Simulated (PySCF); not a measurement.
# C₃H₇ClSi: electronic excitations and core binding energies

What electronic excitations and core binding energies should C₃H₇ClSi (`C=C[C@@H]([SiH3])Cl`) show?

Programs: PySCF 2.14.0, with density-fitted response routines of our own. Each step states its level of theory. These are calculated values for one molecule in the gas phase, unless marked as measured. Atoms count from 0, in the outputs and in this text.

**1. The molecule as given**

12 atoms, charge 0, multiplicity 1; geometry from: GFN2-xTB.

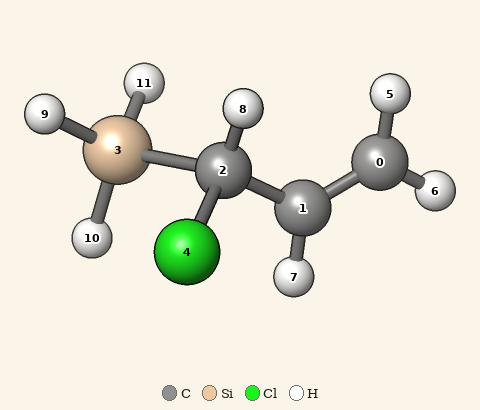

The starting geometry (carbon grey, silicon light orange, chlorine green, hydrogen white), atoms numbered; sticks join atoms by distance.

**2. Ultraviolet spectrum: B3LYP/def2-SVPD**

What the job is given:

```
{"job": {"kind": "uv", "xc": "B3LYP", "basis": "def2-SVPD", "nstates": 8, "ntriplets": 3}, "charge": 0, "multiplicity": 1}
C      1.890367     0.318752    -0.827049
C      1.001293    -0.402322    -0.165883
C     -0.048526     0.172553     0.703799
Si    -1.821782    -0.065860     0.002101
Cl    -0.043423    -0.669842     2.298617
H      1.920591     1.393091    -0.744025
H      2.616430    -0.132951    -1.480407
H      0.989552    -1.480204    -0.255273
H      0.164112     1.219766     0.921938
H     -2.750370     0.530655     0.957611
H     -2.048473    -1.500370    -0.145079
H     -1.868572     0.616045    -1.292378
```

Method: TDDFT B3LYP/def2-SVPD, vertical, gas phase, core orbitals frozen in the response.

The run is started by

```console
$ OMP_NUM_THREADS=1 python probes_run.py task.json out
```

This one command runs all jobs of the session in turn.

Standard output:

```text
coarse grid: 10848 points
cycle   1  E = -867.7866530326  dE =  2.650e-01  |g| = 3.061e-01  |ddm| = 4.960e+00
cycle   2  E = -867.7846066355  dE =  2.046e-03  |g| = 3.232e-01  |ddm| = 1.204e+00
cycle   3  E = -867.8130790768  dE = -2.847e-02  |g| = 5.378e-02  |ddm| = 5.963e-01
cycle   4  E = -867.8135773414  dE = -4.983e-04  |g| = 3.483e-02  |ddm| = 1.363e-01
cycle   5  E = -867.8138947267  dE = -3.174e-04  |g| = 6.658e-03  |ddm| = 5.945e-02
cycle   6  E = -867.8139066336  dE = -1.191e-05  |g| = 1.307e-03  |ddm| = 1.689e-02
cycle   7  E = -867.8139070765  dE = -4.429e-07  |g| = 3.514e-04  |ddm| = 3.320e-03
final grid: 94904 points
cycle   8  E = -867.9203928557  dE = -2.354e-05  |g| = 3.745e-03  |ddm| = 1.053e-01
cycle   9  E = -867.9203898859  dE =  2.970e-06  |g| = 4.955e-03  |ddm| = 1.433e-02
cycle  10  E = -867.9203966320  dE = -6.746e-06  |g| = 6.786e-04  |ddm| = 8.477e-03
cycle  11  E = -867.9203967487  dE = -1.167e-07  |g| = 1.891e-04  |ddm| = 1.300e-03
cycle  12  E = -867.9203967573  dE = -8.612e-09  |g| = 7.470e-05  |ddm| = 4.280e-04
cycle  13  E = -867.9203967588  dE = -1.496e-09  |g| = 1.999e-05  |ddm| = 1.419e-04
cycle  14  E = -867.9203967589  dE = -9.823e-11  |g| = 4.238e-06  |ddm| = 4.307e-05
converged SCF energy = -867.9203967589

Static polarisability (au): isotropic 80.557, principal 65.803 78.966 96.902

Singlet excitations
state   eV       nm        f      main configurations
  1   5.8969    210.3   0.07057   H->L 0.65, H-1->L 0.28
  2   6.3617    194.9   0.02872   H-1->L 0.44, H->L+1 0.38, H-2->L 0.09
  3   6.5659    188.8   0.06526   H->L+1 0.48, H-2->L 0.36
  4   6.8828    180.1   0.19317   H-2->L 0.46, H-1->L+1 0.13, H->L 0.12
  5   6.9729    177.8   0.05972   H->L+2 0.64, H->L+3 0.18, H-1->L+1 0.11
  6   7.1534    173.3   0.10111   H-1->L+1 0.63, H->L+2 0.14
  7   7.2706    170.5   0.02849   H->L+3 0.73, H->L+2 0.12
  8   7.4703    166.0   0.01625   H->L+4 0.79, H-1->L+2 0.09

Triplet excitations (Tamm-Dancoff, eV): 4.2750 5.5825 6.0377
```

Wall time 23 s (1 thread of Arm Neoverse V2, shared host); peak memory 0.69 GiB.

The orbitals next to the gap, with their largest atomic shares:

```
orbital     eV                         atoms
 HOMO−3  -9.78   Si3 33 %, H9 26 %, H11 14 %
 HOMO−2  -8.53     Cl4 72 %, C2 12 %, C1 6 %
 HOMO−1  -8.07     Cl4 61 %, C1 12 %, C0 8 %
   HOMO  -7.39    C0 27 %, C1 22 %, Cl4 18 %
   LUMO  -0.80    C0 28 %, C1 22 %, Cl4 19 %
 LUMO+1  -0.03   Si3 29 %, Cl4 14 %, C2 10 %
 LUMO+2   0.45  Si3 35 %, Cl4 20 %, H11 11 %
```

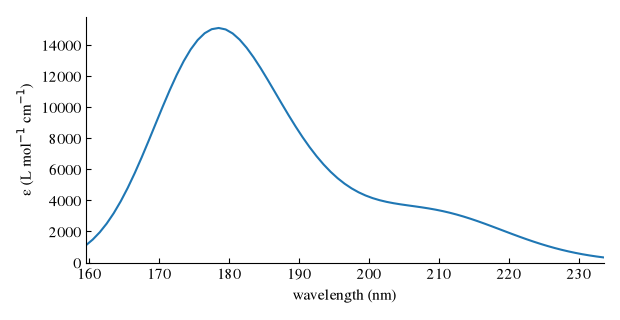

Absorption spectrum: each of the 8 states is a Gaussian band of 0.4 eV half-width at 1/e. Beyond the last state computed it falls off for lack of states.

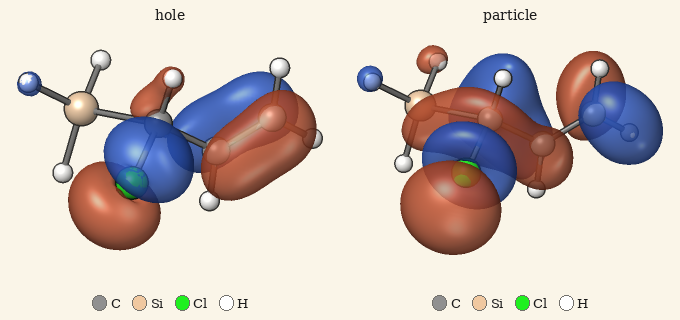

Leading natural transition orbitals of singlet state 4: the electron leaves the hole (left) for the particle orbital (right).

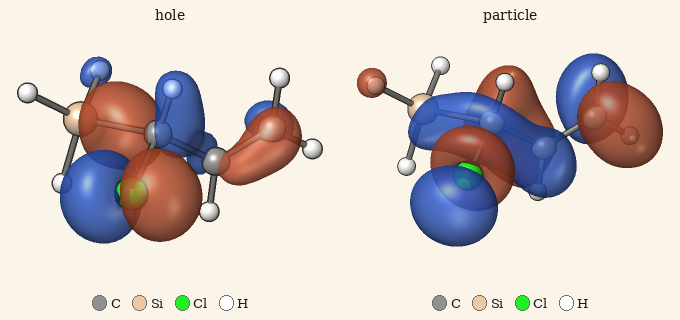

Leading natural transition orbitals of singlet state 1: the electron leaves the hole (left) for the particle orbital (right).

Further results of this job:

```
           property  computed
  dipole moment (D)      1.83
polarisability (Å³)     11.94
 HOMO–LUMO gap (eV)      6.59
      −ε(HOMO) (eV)      7.39
```

Orbitals, density, ELF and potential are computed afterwards from the orbital file.

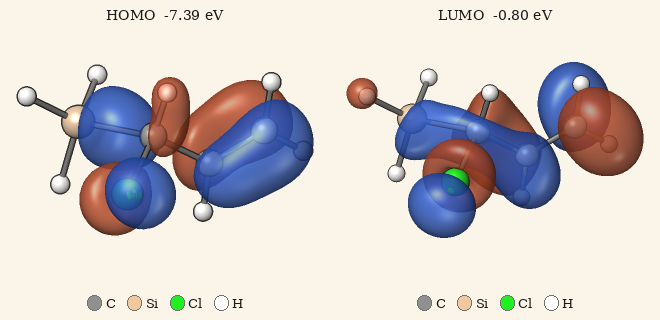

Frontier orbitals at B3LYP/def2-SVPD; each surface holds 70 % of the orbital's density, blue and red mark the sign.

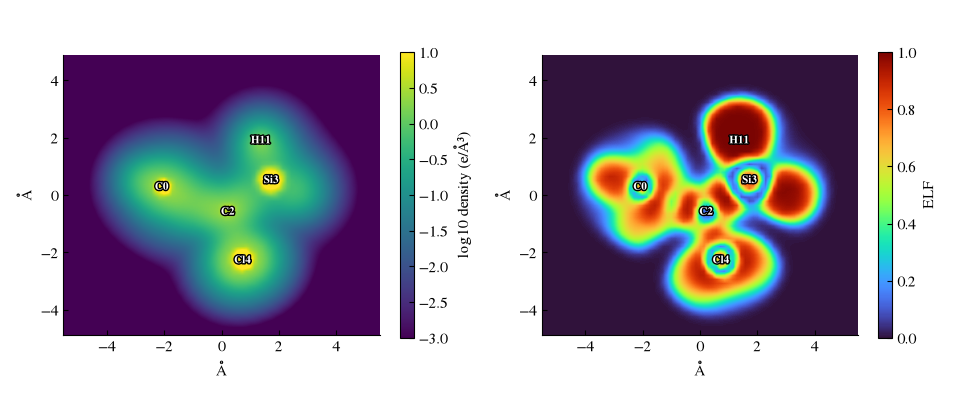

Density (left) and ELF (right) in a plane through or near 5 of the atoms.

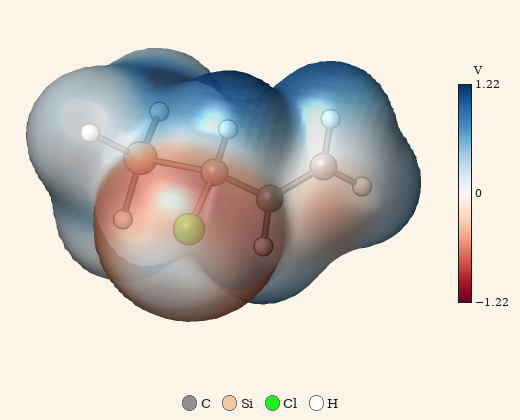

The potential that a unit positive charge feels on the 0.002 e/bohr³ surface, from -0.71 V near Cl4 to 1.22 V near H11.

**3. X-ray photoelectron lines: SCAN, X2C**

The job, as its differences from that of step 2:

```diff
@@ -1,2 +1,2 @@
-{"job": {"kind": "uv", "xc": "B3LYP", "basis": "def2-SVPD", "nstates": 8, "ntriplets": 3}, "charge": 0, "multiplicity": 1}
+{"job": {"kind": "xps"}, "charge": 0, "multiplicity": 1}
 C      1.890367     0.318752    -0.827049
```

Level: delta-SCF UKS SCAN, pcX-2 on the ionised atom, pcseg-1 elsewhere, spin-free X2C.

Standard output:

```text
ground state, core basis on atom 0 (C), 144 functions
  cycle   1  E = -869.95020865  |g| = 3.72e-01
  cycle   2  E = -869.93727369  |g| = 4.31e-01
  cycle   3  E = -869.98771029  |g| = 6.15e-02
  cycle   4  E = -869.98838506  |g| = 4.08e-02
  cycle   5  E = -869.98882794  |g| = 1.28e-02
  cycle   6  E = -869.98886899  |g| = 3.36e-03
  cycle   7  E = -869.98887427  |g| = 1.17e-03
  cycle   8  E = -869.98887615  |g| = 3.12e-04
  E(ground) = -870.02867015 Eh
hole in C 1s of atom 0
  cycle   1  E = -858.73867050  |g| = 1.50e+00
  cycle   2  E = -857.20396331  |g| = 2.06e+00
  cycle   3  E = -859.09847984  |g| = 5.87e-01
  cycle   4  E = -859.26742332  |g| = 3.20e-01
  cycle   5  E = -859.30981051  |g| = 1.50e-01
  cycle   6  E = -859.32016157  |g| = 3.85e-02
  cycle   7  E = -859.32091185  |g| = 1.25e-02
  cycle   8  E = -859.32099183  |g| = 6.07e-03
  cycle   9  E = -859.32102023  |g| = 2.01e-03
  cycle  10  E = -859.32102827  |g| = 9.11e-04
  cycle  11  E = -859.32102902  |g| = 4.04e-04
  E(ion) = -859.35933024 Eh   <S^2> = 0.7828   hole on atom = 1.000   binding energy = 290.328 eV
ground state, core basis on atom 1 (C), 144 functions
  cycle   1  E = -869.98920653  |g| = 6.27e-02
  cycle   2  E = -869.98843564  |g| = 6.15e-02
  cycle   3  E = -869.98906744  |g| = 3.77e-02
  cycle   4  E = -869.98943917  |g| = 7.86e-03
  cycle   5  E = -869.98945693  |g| = 9.18e-04
  cycle   6  E = -869.98945755  |g| = 2.28e-04
  E(ground) = -870.02929186 Eh
hole in C 1s of atom 1
  cycle   1  E = -858.72301636  |g| = 1.51e+00
  cycle   2  E = -856.77072813  |g| = 2.28e+00
  cycle   3  E = -859.02975007  |g| = 6.14e-01
  cycle   4  E = -859.18339703  |g| = 4.55e-01
  cycle   5  E = -859.28670627  |g| = 1.59e-01
  cycle   6  E = -859.29778597  |g| = 5.92e-02
  cycle   7  E = -859.29972808  |g| = 1.91e-02
  cycle   8  E = -859.29997992  |g| = 7.72e-03
  cycle   9  E = -859.30008084  |g| = 4.56e-03
  cycle  10  E = -859.30015415  |g| = 3.36e-03
  cycle  11  E = -859.30019507  |g| = 2.05e-03
  cycle  12  E = -859.30020796  |g| = 9.02e-04
  cycle  13  E = -859.30021038  |g| = 4.01e-04
  E(ion) = -859.33829041 Eh   <S^2> = 0.8203   hole on atom = 1.000   binding energy = 290.917 eV
ground state, core basis on atom 2 (C), 144 functions
  cycle   1  E = -869.99081178  |g| = 6.05e-02
  cycle   2  E = -869.99052048  |g| = 4.07e-02
  cycle   3  E = -869.99052814  |g| = 3.97e-02
  cycle   4  E = -869.99095413  |g| = 7.60e-03
  cycle   5  E = -869.99096695  |g| = 1.45e-03
  cycle   6  E = -869.99096930  |g| = 2.08e-04
  E(ground) = -870.02969252 Eh
hole in C 1s of atom 2
  cycle   1  E = -858.68386274  |g| = 1.52e+00
  cycle   2  E = -857.29574647  |g| = 2.24e+00
  cycle   3  E = -859.14072592  |g| = 5.09e-01
  cycle   4  E = -859.20944373  |g| = 3.29e-01
  cycle   5  E = -859.26316524  |g| = 1.18e-01
  cycle   6  E = -859.27005462  |g| = 2.54e-02
  cycle   7  E = -859.27043691  |g| = 9.55e-03
  cycle   8  E = -859.27050146  |g| = 4.94e-03
  cycle   9  E = -859.27052501  |g| = 2.11e-03
  cycle  10  E = -859.27053615  |g| = 1.37e-03
  cycle  11  E = -859.27054291  |g| = 9.88e-04
  cycle  12  E = -859.27054734  |g| = 6.62e-04
  cycle  13  E = -859.27055364  |g| = 4.07e-04
  E(ion) = -859.30560529 Eh   <S^2> = 0.7808   hole on atom = 1.000   binding energy = 291.817 eV
ground state, core basis on atom 3 (Si), 155 functions
  cycle   1  E = -870.08106991  |g| = 2.86e-01
  cycle   2  E = -870.08112603  |g| = 3.49e-02
  cycle   3  E = -870.08107385  |g| = 2.91e-02
  cycle   4  E = -870.08120512  |g| = 1.09e-02
  cycle   5  E = -870.08123655  |g| = 2.09e-03
  cycle   6  E = -870.08123801  |g| = 4.52e-04
  E(ground) = -870.07922686 Eh
hole in Si 1s of atom 3
  cycle   1  E = -801.15106926  |g| = 4.35e+00
  cycle   2  E = -801.01995152  |g| = 2.21e+00
  cycle   3  E = -801.64160281  |g| = 9.38e-01
  cycle   4  E = -802.12182288  |g| = 3.97e-01
  cycle   5  E = -802.17252116  |g| = 2.67e-01
  cycle   6  E = -802.21158895  |g| = 5.06e-02
  cycle   7  E = -802.21271133  |g| = 1.83e-02
  cycle   8  E = -802.21287237  |g| = 7.06e-03
  cycle   9  E = -802.21289835  |g| = 2.29e-03
  cycle  10  E = -802.21290249  |g| = 9.01e-04
  cycle  11  E = -802.21290118  |g| = 3.12e-04
  E(ion) = -802.21768953 Eh   <S^2> = 0.7525   hole on atom = 1.000   binding energy = 1846.606 eV
hole in Si 2p of atom 3
  cycle   1  E = -865.80798325  |g| = 1.23e+00
  cycle   2  E = -865.56380774  |g| = 1.16e+00
  cycle   3  E = -866.05883550  |g| = 3.41e-01
  cycle   4  E = -866.11975767  |g| = 1.62e-01
  cycle   5  E = -866.12914643  |g| = 9.33e-02
  cycle   6  E = -866.13408420  |g| = 1.57e-02
  cycle   7  E = -866.13421631  |g| = 4.65e-03
  cycle   8  E = -866.13422611  |g| = 2.25e-03
  cycle   9  E = -866.13423055  |g| = 7.55e-04
  cycle  10  E = -866.13423251  |g| = 5.62e-04
  cycle  11  E = -866.13423270  |g| = 4.15e-04
  E(ion) = -866.14231268 Eh   <S^2> = 0.7531   hole on atom = 1.002   binding energy = 107.129 eV
  2p3/2 = 106.912 eV   2p1/2 = 107.534 eV
ground state, core basis on atom 4 (Cl), 155 functions
  cycle   1  E = -870.17208667  |g| = 4.87e-01
  cycle   2  E = -870.17219860  |g| = 5.42e-02
  cycle   3  E = -870.17186091  |g| = 5.57e-02
  cycle   4  E = -870.17243099  |g| = 2.21e-02
  cycle   5  E = -870.17256726  |g| = 4.30e-03
  cycle   6  E = -870.17256960  |g| = 9.98e-04
  cycle   7  E = -870.17256960  |g| = 1.81e-04
  E(ground) = -870.19793744 Eh
hole in Cl 1s of atom 4
  cycle   1  E = -764.97887132  |g| = 5.47e+00
  cycle   2  E = -764.82968043  |g| = 2.37e+00
  cycle   3  E = -762.87338633  |g| = 2.08e+00
  cycle   4  E = -766.13941727  |g| = 3.71e-01
  cycle   5  E = -766.20402982  |g| = 2.12e-01
  cycle   6  E = -766.22853838  |g| = 6.29e-02
  cycle   7  E = -766.23024752  |g| = 2.49e-02
  cycle   8  E = -766.23054537  |g| = 9.78e-03
  cycle   9  E = -766.23057649  |g| = 6.28e-03
  cycle  10  E = -766.23059634  |g| = 1.07e-03
  cycle  11  E = -766.23059887  |g| = 4.52e-04
  E(ion) = -766.26328744 Eh   <S^2> = 0.7529   hole on atom = 1.000   binding energy = 2828.206 eV
hole in Cl 2p of atom 4
  cycle   1  E = -862.11355467  |g| = 1.70e+00
  cycle   2  E = -861.52575027  |g| = 1.56e+00
  cycle   3  E = -862.25554014  |g| = 7.36e-01
  cycle   4  E = -862.56352743  |g| = 2.02e-01
  cycle   5  E = -862.56626964  |g| = 1.86e-01
  cycle   6  E = -862.58474356  |g| = 3.95e-02
  cycle   7  E = -862.58555104  |g| = 7.80e-03
  cycle   8  E = -862.58557549  |g| = 4.30e-03
  cycle   9  E = -862.58558528  |g| = 1.12e-03
  cycle  10  E = -862.58558598  |g| = 5.10e-04
  cycle  11  E = -862.58558665  |g| = 3.18e-04
  E(ion) = -862.61914936 Eh   <S^2> = 0.7527   hole on atom = 1.001   binding energy = 206.229 eV
  2p3/2 = 205.630 eV   2p1/2 = 207.284 eV
```

Wall time 54 s (1 thread of Arm Neoverse V2, shared host); peak memory 0.47 GiB.

Binding energies by hole, beside the orbital energy of the ground state; the difference holds orbital relaxation and, for a density functional, its self-interaction error:

```
       hole  stands for                         environment  ΔSCF (eV; 2p as the shell's mean)  −ε (eV)   ⟨S²⟩
  C1s on C0          C0                terminal =CH2 carbon                             290.33    273.8  0.783
  C1s on C1          C1                           alkene CH                             290.92    274.2  0.820
  C1s on C2          C2  allylic sp3 CH bonded to Cl and Si                             291.82    275.3  0.781
Si1s on Si3         Si3            silicon bonded to C, 3 H                            1846.61   1793.5  0.752
Si2p on Si3         Si3            silicon bonded to C, 3 H                             107.12     96.4  0.753
Cl1s on Cl4         Cl4                chlorine bonded to C                            2828.21   2763.4  0.753
Cl2p on Cl4         Cl4                chlorine bonded to C                             206.18    193.2  0.753
```

With the spin-orbit splitting: Si3 2p3/2 106.91, 2p1/2 107.53 eV; Cl4 2p3/2 205.63, 2p1/2 207.28 eV. The table gives each 2p level as the mean over the whole 2p shell (two parts 2p3/2, one part 2p1/2), which differs a little from the single hole in the log.

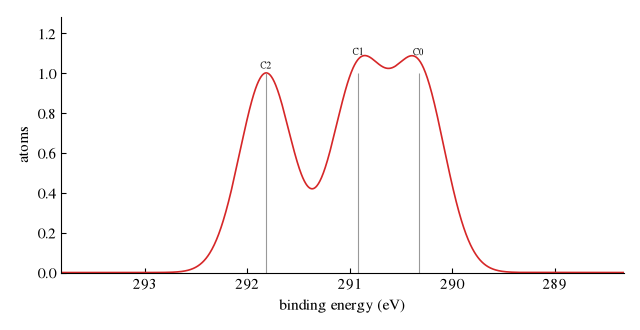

The C1s photoelectron lines, weighted by the number of atoms. Lines are broadened to a width of 0.60 eV (Gaussian).

**4. Summary of results**

| quantity | value |
| --- | --- |
| lowest singlet (B3LYP/def2-SVPD) | 5.90 eV (210 nm), f = 0.071 |
| brightest single state of those computed | state 4, 6.88 eV, f = 0.193 |
| lowest triplet | 4.28 eV |
| surface potential, least and greatest | -0.71 V and 1.22 V |
| C1s binding energies, SCAN/pcX-2 | C2 291.82, C1 290.92, C0 290.33 eV |
| Si1s binding energies, SCAN/pcX-2 | Si3 1846.61 eV |
| Si2p binding energies, SCAN/pcX-2 | Si3 107.12 eV |
| Cl1s binding energies, SCAN/pcX-2 | Cl4 2828.21 eV |
| Cl2p binding energies, SCAN/pcX-2 | Cl4 206.18 eV |

In words: The lowest singlet, at 5.90 eV, is HOMO→LUMO 0.65, HOMO−1→LUMO 0.28 and is bright; of the 8 states computed, the strongest absorption comes from state 4 at 6.88 eV. The lowest triplet lies 1.62 eV below the lowest singlet (triplets in Tamm-Dancoff, singlets in full TDDFT). At B3LYP/def2-SVPD, counted by nearest atom on the grid, the HOMO lies on C0 27 %; C1 20 %, the LUMO on C0, C1 about 21 % each; Cl4 17 %. C2 (allylic sp3 CH bonded to Cl and Si) binds its C1s electron 1.49 eV more tightly than C0 (terminal =CH2 carbon).
